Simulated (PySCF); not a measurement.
## A study: CH$_{5}$Sb, SMILES `C[SbH2]`

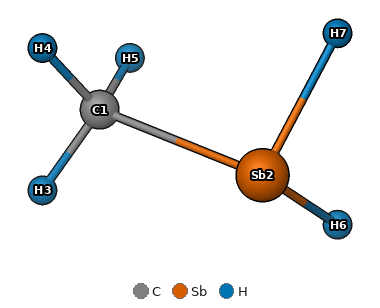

The molecule, with its atoms numbered as below. No frequency check shows the geometry to be a minimum.

Geometry (Å), atoms numbered from 1:

```
C1       1.8298   -0.0111   -0.0001
Sb2     -0.3278    0.0478    0.0007
H3       2.2067    0.5077   -0.8746
H4       2.2070    0.4837    0.8873
H5       2.1783   -1.0368   -0.0140
H6      -0.4266   -1.1476   -1.2001
H7      -0.4262   -1.1799    1.1683
```

## 1. Bonding charge

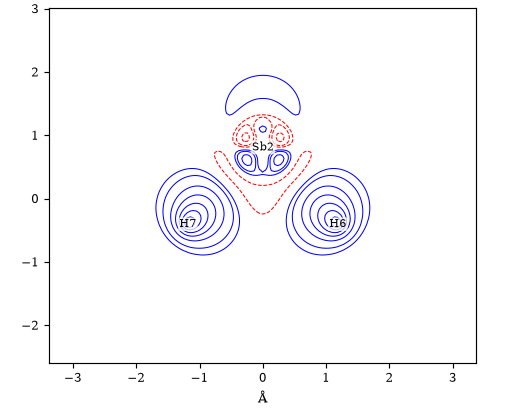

Deformation density (molecule less spherical, spin-averaged free atoms) in the plane of Sb2, H6 and H7; contours at ±0.05 to ±0.8 e/Å³; solid blue lines: gain, dashed red lines: loss.

Method: PBE0/def2-TZVP; geometry: GFN2-xTB; program: PySCF. Core potentials replace the inner electrons of Sb; spin–orbit coupling isn't included.

Q: Describe the bonding that the map shows.

A: Sb2–H7 and Sb2–H6: +0.21 e/Å³ at the bond critical point (bond length 1.70 Å, Mayer order 1.0). In all, 1.5 electrons gather in the regions of gain relative to the promolecule.

Q: Where do the Hirshfeld charges lie?

A: The highest Hirshfeld charge is on Sb2 (+0.24 e), the lowest on C1 (−0.20 e).

```tsv
atom	charge (e)
C1	−0.20
Sb2	+0.24
H3	+0.04
H4	+0.04
H5	+0.04
H6	−0.08
H7	−0.08
```

## 2. Bond critical points

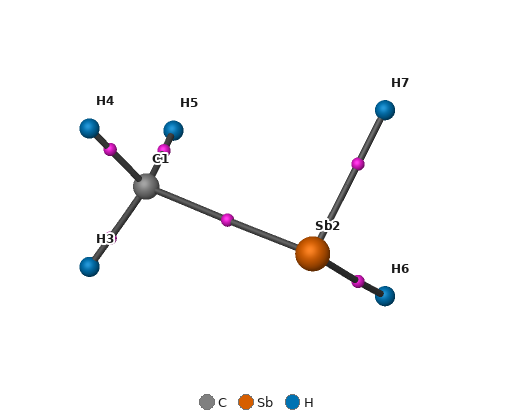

Molecular graph of the electron density (QTAIM): bond paths, bond critical points (magenta), ring points (cyan, if any); weak paths are dashed.

Q: How many critical points of each kind are there, and does the count close?

A: 7 nuclei, 6 bond, 0 ring and 0 cage critical points: 7 − 6 + 0 − 0 = 1, as the Poincaré–Hopf relation requires.

Q: Give the properties at the bond critical points.

A:
```json
{"bond": "C1–H5", "length (Å)": "1.083", "ρ (a.u.)": "0.280", "∇²ρ (a.u.)": "−0.95", "ε": "0.01", "H (a.u.)": "−0.283"}
{"bond": "C1–H4 (2 alike)", "length (Å)": "1.084", "ρ (a.u.)": "0.279", "∇²ρ (a.u.)": "−0.95", "ε": "0.01", "H (a.u.)": "−0.282"}
{"bond": "Sb2–H7 (2 alike)", "length (Å)": "1.697", "ρ (a.u.)": "0.121", "∇²ρ (a.u.)": "+0.03", "ε": "0.02", "H (a.u.)": "−0.067"}
{"bond": "C1–Sb2", "length (Å)": "2.158", "ρ (a.u.)": "0.108", "∇²ρ (a.u.)": "+0.06", "ε": "0.01", "H (a.u.)": "−0.047"}
```

Q: What kind of interaction is C1–H4?

A: Shared-shell (covalent): ρ = 0.279, ∇²ρ = −0.95, H = −0.282 a.u.

## 3. Local ionisation energy

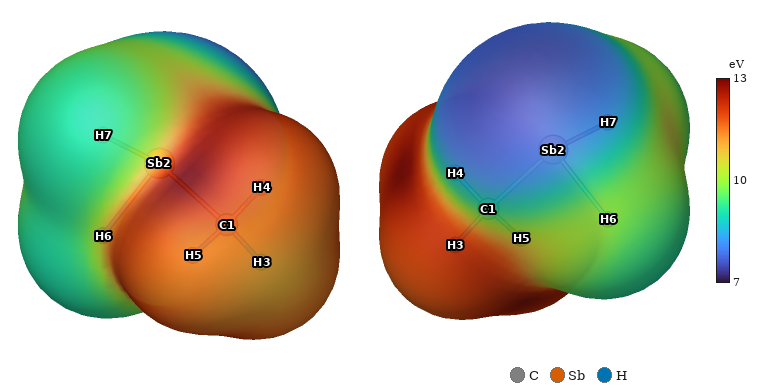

Average local ionisation energy on the surface of electron density 0.001 a.u. (back view left, front view right).

Q: Locate the minima of the map.

A: The lowest value is 7.5 eV, 2.5 Å from Sb2. Further minima include 9.1 eV, 1.5 Å from H6, and at like points elsewhere; 10.8 eV, 1.7 Å from H5. For comparison, the highest occupied orbital lies at −7.1 eV.

## 4. In an electric field

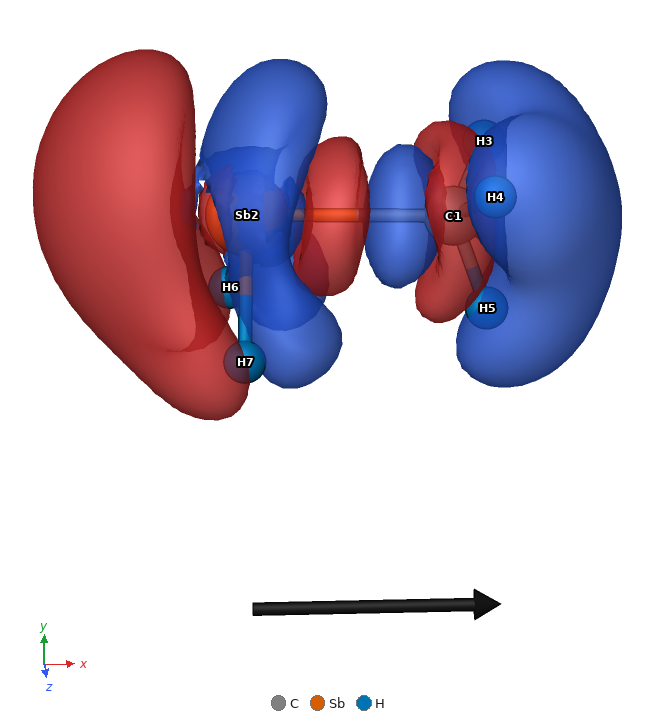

Change of the electron density in a uniform field of 0.21 V/Å along +x (arrow), surfaces at ±0.001 e/Å³ (red: gain, blue: loss).

Computed with PySCF, PBE0/def2-TZVP, geometry: GFN2-xTB. Core potentials replace the inner electrons of Sb; spin–orbit coupling isn't included. A basis without diffuse functions makes polarisabilities too small.

Q: What dipole is induced, and what polarisability does it imply?

A: The induced dipole is 0.64 D (along the field); α along this axis, from the fields in both directions, is 63 bohr³ (9.3 Å³).

Q: Which atoms gain and lose the most charge?

A: Electrons gather most on Sb2 (Hirshfeld charge changes by −0.023 e) and leave C1 most (+0.009 e); 0.049 electrons are displaced in all.

## 5. Removing or adding an electron

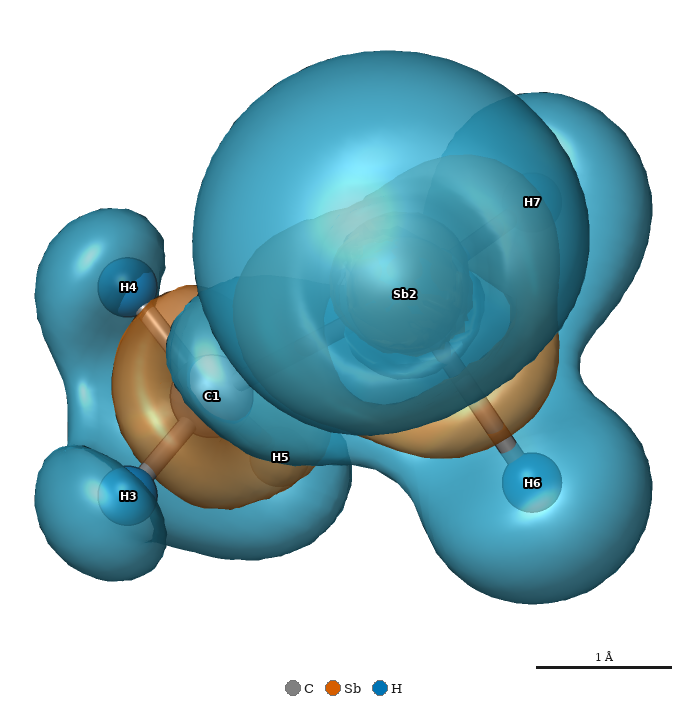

Fukui function f⁻ = ρ(N) − ρ(N−1) at fixed geometry, surfaces at ±0.015 e/Å³ (light blue positive, orange negative).

Level of theory: PBE0/def2-TZVP (PySCF), at a geometry from GFN2-xTB. Core potentials replace the inner electrons of Sb; spin–orbit coupling isn't included.

Q: On which atoms does the density change most on removal of an electron?

A: f⁻ (Hirshfeld-condensed) is largest on Sb2 (0.54); the vertical ionisation energy is 9.31 eV. Condensed values hint at sites of electrophilic attack but needn't mark the atom that reacts. Orbital relaxation makes it negative in places (0.12 e in all).

```tsv
atom	f⁻	charge
C1	+0.09	−0.20
Sb2	+0.54	+0.24
H3	+0.05	+0.04
H4	+0.05	+0.04
H5	+0.06	+0.04
H6	+0.11	−0.08
H7	+0.11	−0.08
```

The PySCF runs shown took 8.6 s, 18 s and 2.1 min on 1 thread of Arm Neoverse V2, with other jobs on the host.
